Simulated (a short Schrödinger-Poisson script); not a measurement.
Structure: gated Al0.33Ga0.67N/GaN polarisation-induced gas, at 77 K.

```tsv
layer	material	thickness (nm)	Na (cm⁻³)
1	Al0.33Ga0.67N	20	-
2	GaN	6000	1e14
```

Constants are typed, rounded textbook-type inputs, not results; the design itself was drawn at random and stands for no fabricated device. Al0.33Ga0.67N: permittivity 9.3, conduction-band edge (eV) 0.462, gap (eV) 4.09, electron mass (mₑ) 0.24, Nv at 300 K (cm⁻³) 4.6e19. GaN: permittivity 9.5, conduction-band edge (eV) 0, gap (eV) 3.43, Nv at 300 K (cm⁻³) 4.6e19.

Channel valleys (confinement mass, in-plane density-of-states mass, number): Γ 0.2, 0.2, 1. At the gate the conduction-band edge of layer 1 lies 1.27 eV − eVg above the Fermi level of the channel; the field vanishes at the back. Sheet of polarisation charge: +1.6e13 e/cm² at 20 nm from the gate. The barrier under the gate holds no holes. Gaps are held at their typed values at every temperature. Mesh 0.08 nm at interfaces.

Solved with a short Schrödinger-Poisson script written for these runs: 1D Poisson equation in equilibrium, electrons quantum, Hartree (BenDaniel-Duke, 40 states a valley, the channel's in-plane mass for all, wave functions free to enter the barrier), parabolic valleys, classical holes, full ionisation, no traps, pinning or gate leakage.

Only gate voltages with over 1e8 electrons/cm² are shown.

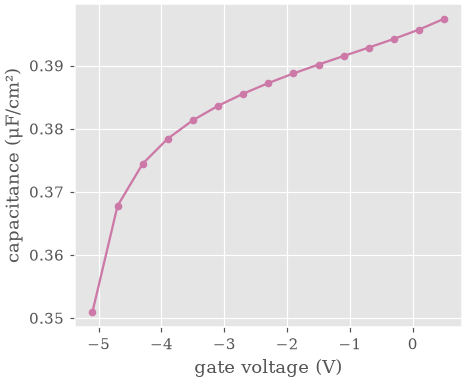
*Quasi-static capacitance against gate voltage*

```csv
Vg (V),electrons (cm⁻²),in the channel layer,C (μF/cm²),Γ E0 (meV),Γ E1 (meV)
0.5,1.41e13,1.27e13,0.397,-149.2,-17.4
0.1,1.31e13,1.19e13,0.396,-139.7,-15.0
-0.3,1.21e13,1.12e13,0.394,-130.0,-12.8
-0.7,1.11e13,1.03e13,0.393,-120.2,-10.5
-1.1,1.01e13,9.51e12,0.392,-110.3,-8.4
-1.5,9.14e12,8.66e12,0.390,-100.3,-6.2
-1.9,8.17e12,7.79e12,0.389,-90.3,-4.0
-2.3,7.20e12,6.91e12,0.387,-80.1,-1.8
-2.7,6.24e12,6.03e12,0.386,-69.8,0.5
-3.1,5.28e12,5.13e12,0.384,-59.4,2.9
-3.5,4.32e12,4.23e12,0.381,-48.9,5.4
-3.9,3.38e12,3.32e12,0.378,-38.4,8.0
-4.3,2.44e12,2.40e12,0.374,-27.6,10.9
-4.7,1.51e12,1.50e12,0.368,-16.6,13.9
-5.1,6.07e11,6.05e11,0.351,-3.7,17.7
```

Subbands count from the Fermi level.
